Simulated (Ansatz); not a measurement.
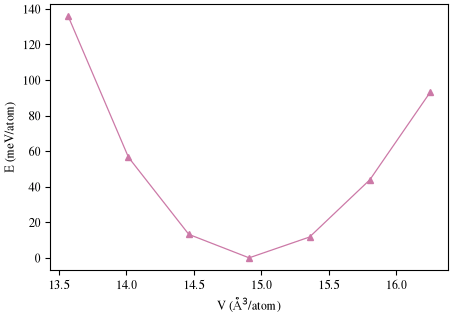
Figure: Pt (bcc (W type), Im-3m) under volume change, plane-wave PAW LDA (Ansatz code), scaled uniformly.

### Question
What does a third-order Birch–Murnaghan fit give for V₀, B₀ and B′?

### Answer
V₀ = 14.91 Å³/atom, B₀ = 296 GPa, B′ = 5.3.

The first step of the workflow began from a Materials Project structure, measured or hypothetical; the Crystallography Open Database copy checked does not list it. It is not the phase usual at ambient conditions (space group No. 225). The LDA relaxation kept the symmetry of its start. At this level the phase is mechanically unstable. No spin polarisation was allowed. Scalar-relativistic: spin–orbit coupling is off unless named, which matters more the heavier the elements.

Potentials: the later of the program's two PAW sets.
